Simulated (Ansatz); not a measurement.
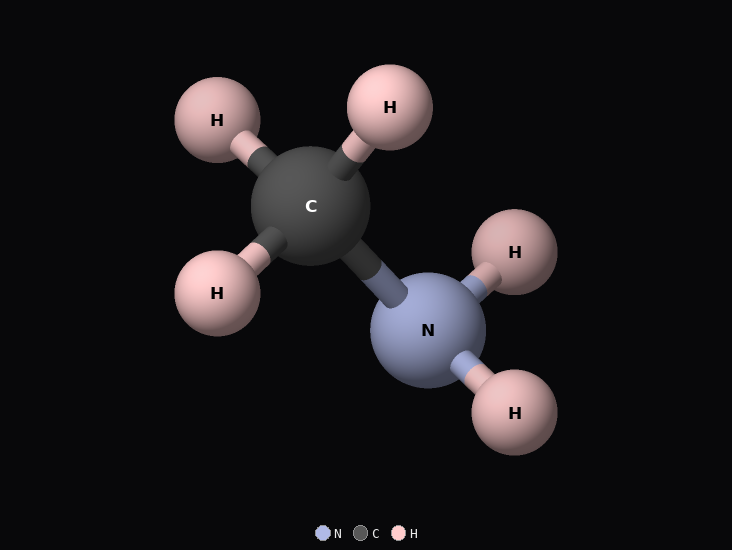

Rendered structure (ball-and-stick style). Every bond is drawn as one stick, whatever its order.

Description:

It has 7 atoms: 1 carbon, 5 hydrogen and 1 nitrogen (CH5N). This geometry has Cs symmetry. Coordination: 1 N trigonal pyramidal; 1 C tetrahedral.

More results for the same structure follow; atom numbers are the same in all pictures, views and colours differ. Computed geometry: PBE0-D4/def2-TZVP optimisation.

### Geometry

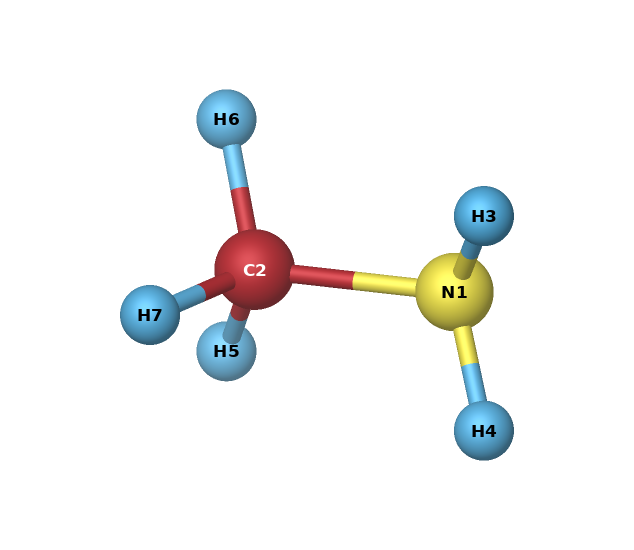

The atoms are numbered.

Which atoms are bonded, and how long are the bonds?

```csv
bond,length (Å)
N1–C2,1.453
N1–H3,1.012
N1–H4,1.012
C2–H5,1.092
C2–H6,1.092
C2–H7,1.100
```

### Electronic properties

Level of theory: RKS PBE0-D4/def2-TZVP (Ansatz 0.2.0).

Computed properties:

- dipole moment: 1.35 D
- harmonic zero-point energy: 168.5 kJ/mol
- dispersion correction: −4.4 kJ/mol

### Thermal motion

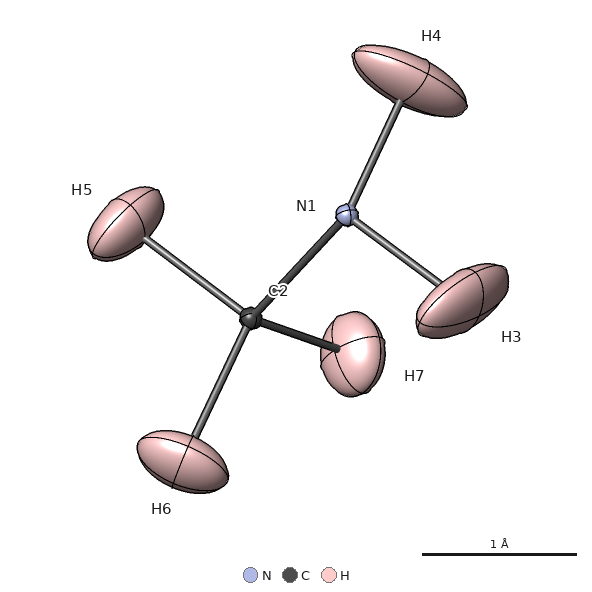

Displacement ellipsoids at the 50 % level, enlarged 1.5 times, from the internal vibrations of the free molecule (harmonic, no overall translation or rotation; no half-axis is drawn under 0.075 Å). Vibrations computed with RKS PBE0-D4/def2-TZVP (Ansatz 0.2.0). Temperature: 298 K.

Give the displacement parameters, one line for each set of equivalent atoms.

```
  atom  U_eq (Å²)   rms amplitudes (Å)
    N1    0.00037  0.015, 0.016, 0.025
    C2    0.00045  0.017, 0.018, 0.027
H3, H4     0.0170  0.067, 0.113, 0.184
H5, H6     0.0119  0.072, 0.109, 0.136
    H7     0.0108  0.073, 0.109, 0.123
```

### Vibrations

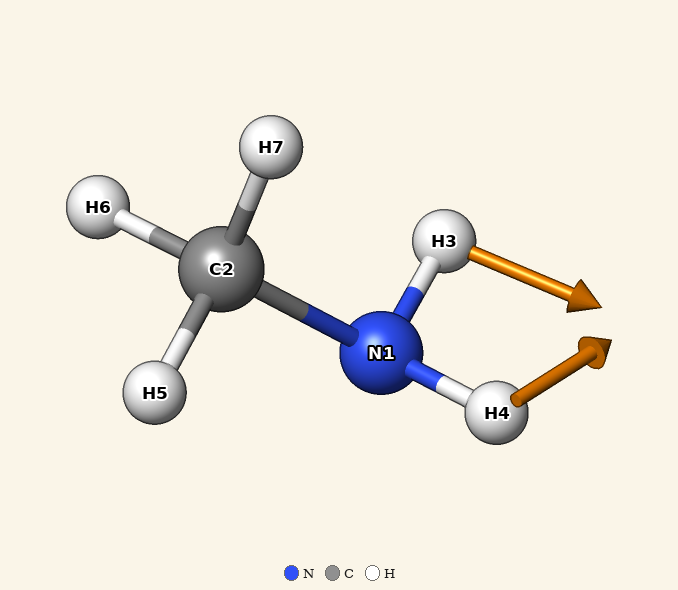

The arrows show one normal mode. Harmonic vibrations computed with RKS PBE0-D4/def2-TZVP (Ansatz 0.2.0) at a stationary point of the same level.

What kind of motion is it?

Answer. Mostly H–N–H bending.

At what wavenumber does it lie?

Answer. 1664 cm⁻¹; it is mode 10 of 15 counted from the lowest.
